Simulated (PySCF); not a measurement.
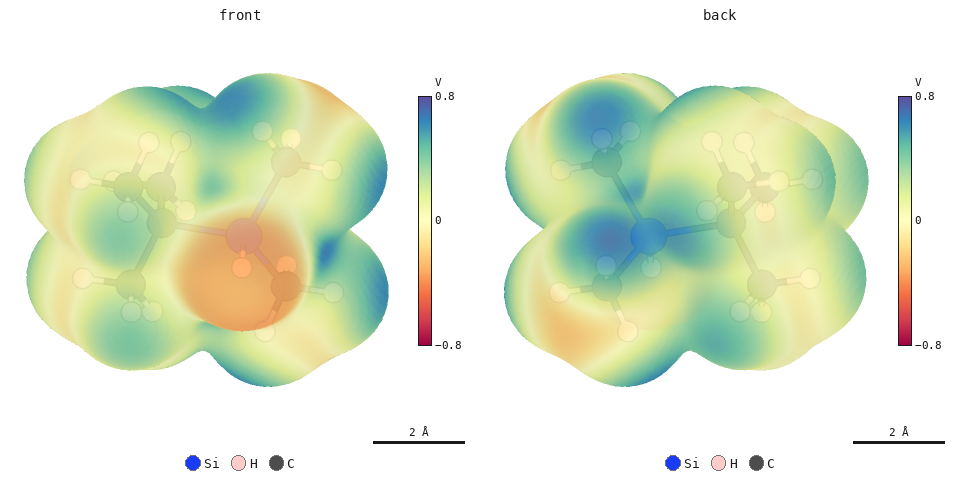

*C6H16Si (SMILES [H][Si](C)(C)C(C)(C)C). The molecular electrostatic potential painted on the density surface at 0.002 e/bohr³, seen from the front and from behind; the colour scale runs from red (negative) to blue (positive).*

Geometry: PBE0-D3(BJ)/def2-SVP.

These are results of PySCF 2.14.0, PBE0/pcSseg-1, SCF density, gas phase, non-relativistic, not measurements.

```xyz
23

Si    0.4977    0.8126    0.6179
H     0.5560    0.7294    2.1172
C     2.2573    0.8716   -0.0522
H     2.8513    0.0065    0.2790
H     2.7687    1.7832    0.2950
H     2.2608    0.8870   -1.1539
C    -0.4113    2.3897    0.1335
H    -1.4524    2.3856    0.4909
H    -0.4263    2.5200   -0.9602
H     0.0874    3.2702    0.5683
C    -0.4285   -0.7421   -0.0040
C    -0.6023   -0.6717   -1.5236
C    -1.8011   -0.8106    0.6703
C     0.3834   -1.9868    0.3651
H    -1.0976   -1.5850   -1.8996
H    -1.2244    0.1857   -1.8269
H     0.3639   -0.5876   -2.0472
H    -2.4239    0.0664    0.4304
H    -1.7149   -0.8702    1.7672
H    -2.3554   -1.7049    0.3325
H     0.5459   -2.0609    1.4530
H     1.3709   -1.9960   -0.1230
H    -0.1479   -2.9023    0.0487
```

Describe the electrostatic potential map.

Answer. The most negative region (about −0.3 V) lies over H2, the most positive (about +0.7 V) over the H and Si atoms.

What dipole moment does the calculation give?

Answer. Its dipole moment is 0.52 D.
